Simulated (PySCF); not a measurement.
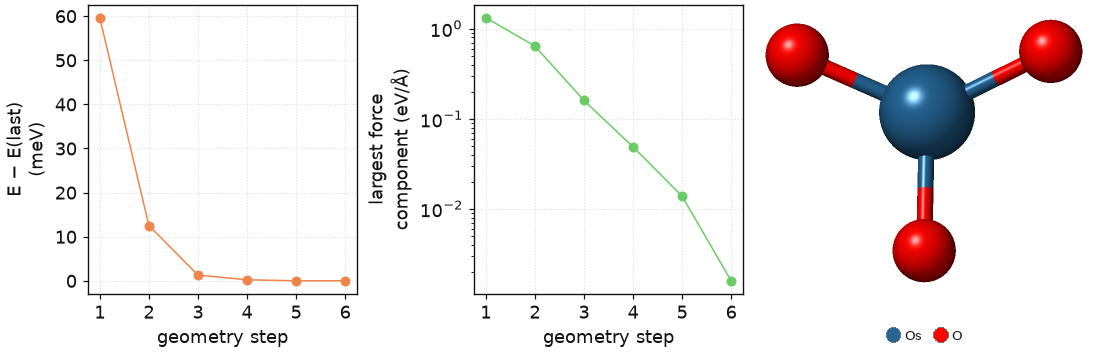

Beside the plot: the molecule at the start.

History of a geometry optimisation. The start has point group Cs, which is kept. A held symmetry can leave a saddle point.

- system: OsO3 molecule, multiplicity 3
- method: PySCF 2.14.0, UKS-based PBE, Os def2-SVP with ECP60, O def2-SVP; non-relativistic Hamiltonian with scalar-relativistic core potentials; density fitting

Q: How did the optimisation end?

A: The optimisation met its thresholds at geometry 6, counting the start as the first. The energy fell by about 60 meV from the first step to the last. The largest force component goes from about 1.3 eV/Å at the start to 1.6 × 10⁻³ eV/Å at the end.
